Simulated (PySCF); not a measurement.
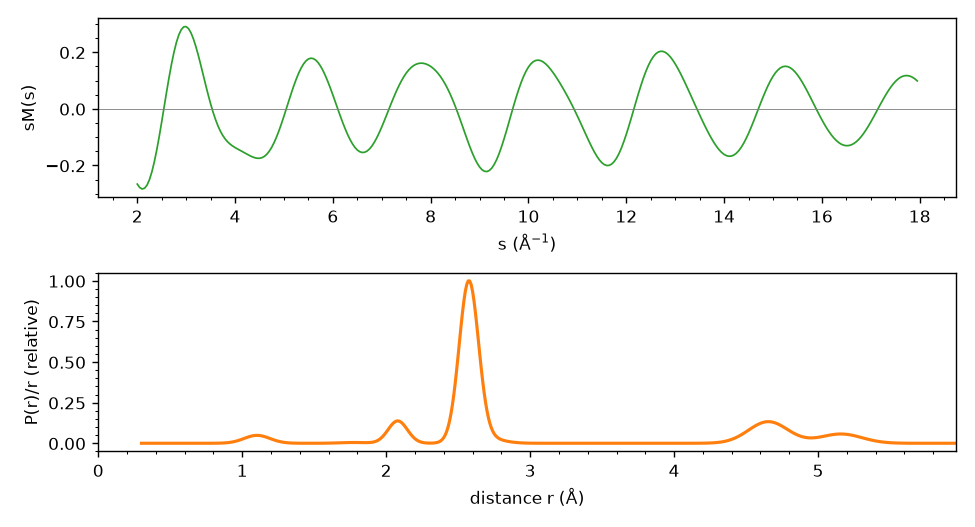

Simulated gas electron diffraction: reduced molecular intensity sM(s) from the Debye equation in the first Born approximation (top) and the radial distribution curve (bottom) of CH3IMg. Each pair of atoms contributes with weight ZᵢZⱼ/r; damping constant 0.001 Å²; vibrational amplitudes assumed, not computed: 0.05 Å for bonds, 0.078 Å for bonds to H, 0.06 + 0.015 r up to 0.15 Å for other pairs. The geometry is the end point of an optimisation (PBE0-D3(BJ)/def2-SVP geometry optimisation, gas phase (PySCF)); it may be a saddle point or a higher isomer. SMILES: [CH3][Mg][I].

Which pairs of atoms lie under the first 5 clear peaks? Mark bonded pairs by – and others by ···.

Answer. Peak 1, 1.10 Å: C–H 1.10 Å (×3)
Peak 2, 2.08 Å: Mg–C 2.08 Å
Peak 3, 2.57 Å: I–Mg 2.57 Å
Peak 4, 4.65 Å: I···C 4.65 Å
Peak 5, 5.16 Å: I···H 5.15–5.17 Å (×3)
